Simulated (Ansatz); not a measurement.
Band structure of Fe2Ge (P6_3/mmc, 6 atoms in the cell).

```
CELL_PARAMETERS angstrom
      4.14279     0.00000     0.00000
     -2.07139     3.58776     0.00000
      0.00000     0.00000     5.02077
ATOMIC_POSITIONS crystal
  Fe 0.00000 0.00000 0.00000
  Fe 0.00000 0.00000 0.50000
  Fe 0.66667 0.33333 0.75000
  Fe 0.33333 0.66667 0.25000
  Ge 0.66667 0.33333 0.25000
  Ge 0.33333 0.66667 0.75000
```
Moments meant for the start (each program seeds them in its own way; μB, in the order of the atoms Fe Fe Fe Fe Ge Ge): 4.0 4.0 4.0 4.0 0.0 0.0.

Computed with PBEsol, PAW files made with PBE (plane waves; Ansatz, a first-principles code).

Settings: basis.ecutwfc = 420 eV; kpoints.mp_grid.grid = 5 5 3; hamiltonian.xc = pbesol; hamiltonian.pseudopotentials = {kind: paw} (an earlier, softer set of the program's PAW files); magnetization.spin_polarized = true; scf.occupations.method = fermi_dirac; scf.occupations.width = 0.1 eV; kpoints.band_path.npoints = 8.

The starting cell comes from a database of computed structures (which also holds hypothetical and non-ambient phases and stackings), without a prior relaxation at this level. Its lattice was rescaled by a random factor within 2.5 % of one. The magnetic order is the one reached from the typed start; others were not searched systematically.

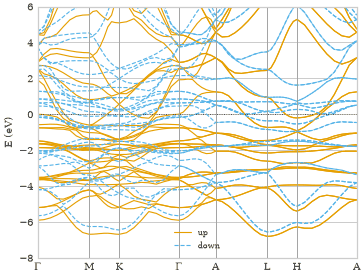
Figure. Bands along the path, energies from the Fermi level.

Levels in eV from the Fermi level, bands 47 to 54 of the first spin channel:
```
point     47     48     49     50     51     52    53    54
-----  -----  -----  -----  -----  -----  -----  ----  ----
Γ      -0.75  -0.58   0.00   1.92   2.55   2.55  2.73  2.89
M      -1.36  -1.02  -0.70  -0.67  -0.60   0.82  1.70  3.14
K      -1.41  -1.41  -1.38  -0.64   0.56   0.56  1.15  1.15
A      -1.05  -1.05   1.25   1.25   3.15   3.15  3.15  3.15
L      -1.46  -1.46  -0.74  -0.74   0.95   0.95  2.44  2.44
H      -0.98  -0.98  -0.93  -0.93  -0.20  -0.20  5.29  5.29
```

Bands cross the Fermi level along this path, so the cell is metallic at this level.

The net moment of the cell came out as 7.75 μB.

Keys are those of Ansatz 0.2.
